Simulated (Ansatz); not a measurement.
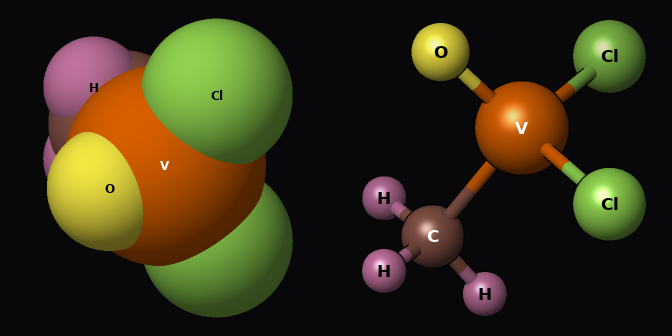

Two views of one molecule.

The species is neutral and a spin singlet. The computed structure is the end point of a PBE0-D4/def2-TZVP optimisation.

> Count the atoms of each element.

CH3Cl2OV, 8 atoms: 1 carbon, 3 hydrogen, 2 chlorine, 1 oxygen and 1 vanadium.

> Count the bonded pairs by element.

3 C–H, 2 Cl–V, 1 C–V, 1 O–V.

> What is the point group of this geometry?

Cs.

The parts below concern this one geometry. Atoms keep their numbers from picture to picture.

## Geometry

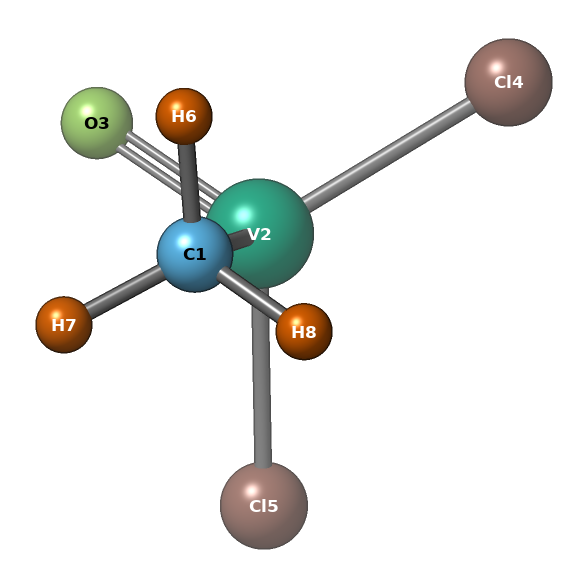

V2 lies behind C1. The molecule seen a little off the C1–V2 bond, C1 in front. Distant atoms are faded towards the background colour.

> What is the torsion angle H6–C1–V2–Cl4? The sign is positive where the front bond must turn clockwise to cover the back bond.

58°, synclinal (gauche). The bonds about C1–V2 are staggered.

## Charges

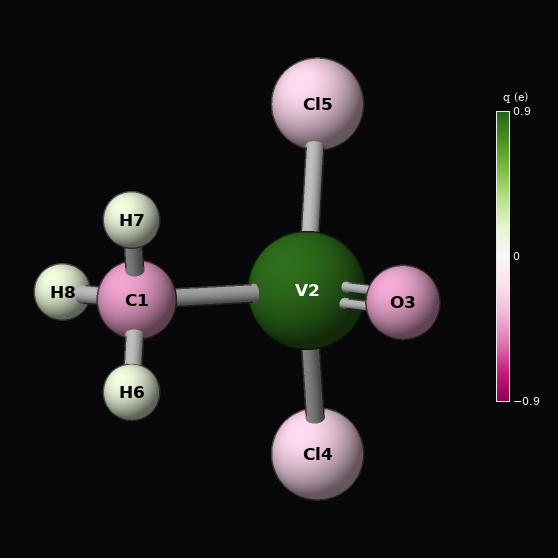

Atoms are coloured by their Mulliken charges. Method: RKS B3LYP-D4/def2-TZVPP (Ansatz 0.2.0).

Give the Mulliken charges atom by atom.

```
atom  value (e)
  C1      −0.42
  V2       0.87
  O3      −0.40
 Cl4      −0.23
 Cl5      −0.23
  H6       0.14
  H7       0.14
  H8       0.14
```

## Electronic properties

Properties computed with RKS PBE-D4/def2-TZVPP (Ansatz 0.2.0).

Predict the main results.

- dipole moment: 1.73 D
- HOMO energy (Kohn–Sham orbital): −7.78 eV
- LUMO energy (Kohn–Sham orbital): −4.76 eV
- HOMO–LUMO gap: 3.02 eV
- dispersion correction: −21.1 kJ/mol

## Thermal motion

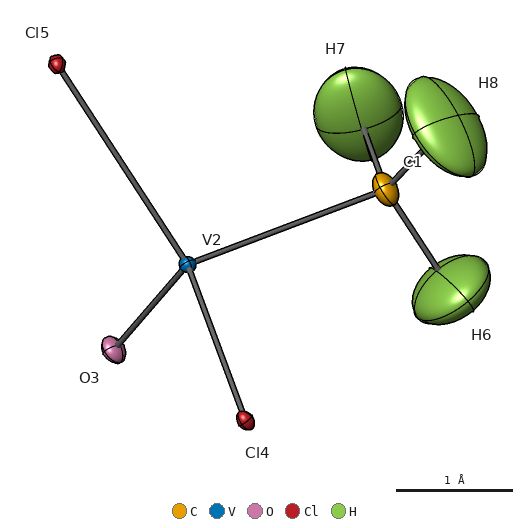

Displacement ellipsoids at the 50 % level, enlarged 1.5 times, from the internal vibrations of the free molecule (harmonic, no overall translation or rotation; no half-axis is drawn under 0.075 Å). Vibrations computed with RKS PBE0-D4/def2-TZVP (Ansatz 0.2.0). Temperature: 0 K (zero-point motion alone).

> Which atom has the largest mean-square displacement?

H6, H7, with U_eq = 0.0279 Å².

> Does H8 move more along its bond or across it?

Across it: the root-mean-square amplitude is 0.085 Å along the bond and up to 0.215 Å across, since bending and torsion are softer than stretching.

List U_eq and the three principal root-mean-square amplitudes for each kind of atom.

```
    atom  U_eq (Å²)   rms amplitudes (Å)
      C1     0.0034  0.044, 0.058, 0.069
      V2    0.00070  0.022, 0.027, 0.029
      O3     0.0024  0.037, 0.051, 0.056
Cl4, Cl5     0.0011  0.025, 0.031, 0.040
  H6, H7     0.0279  0.094, 0.164, 0.219
      H8     0.0266  0.084, 0.162, 0.215
```

Mulliken values depend strongly on the basis set and can even reverse the polarity of a bond.
